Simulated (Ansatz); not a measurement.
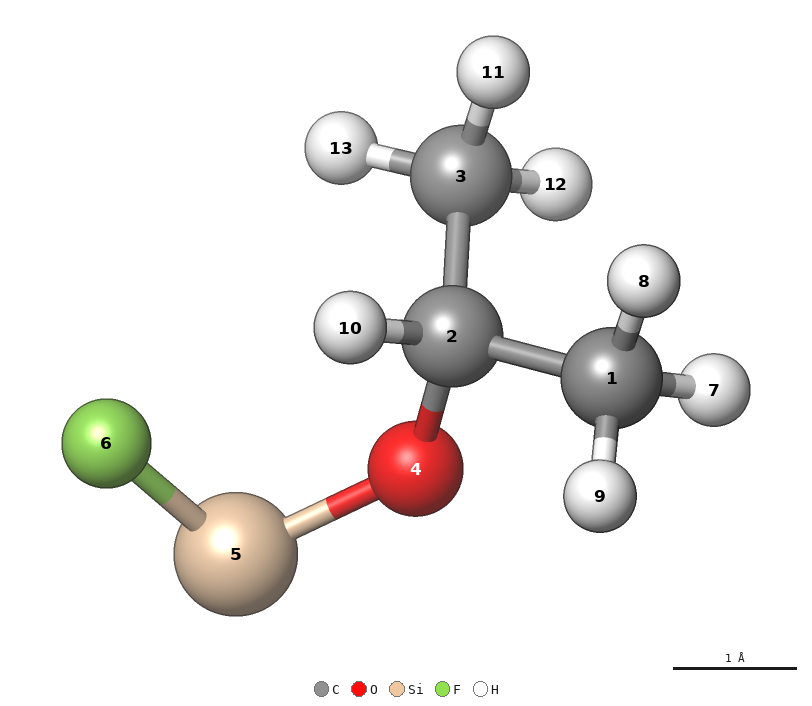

Orthographic view with a scale bar. Computed geometry: PBE-D4/def2-SVP optimisation. No frequency run is at hand to confirm it as a minimum.

Write Cartesian coordinates in Å in the frame of the picture: x to the right, y up, z towards the viewer, origin at the mean of the atomic positions.

```xyz
13
C3H7FOSi
C    1.23  -0.41   0.89
C   -0.06  -0.07   0.17
C    0.01   1.23  -0.62
O   -0.36  -1.15  -0.74
Si  -1.83  -1.85  -1.15
F   -2.88  -0.95  -0.23
H    2.07  -0.51   0.16
H    1.50   0.38   1.62
H    1.14  -1.37   1.44
H   -0.89   0.00   0.91
H    0.27   2.08   0.05
H    0.78   1.16  -1.41
H   -0.97   1.46  -1.09
```
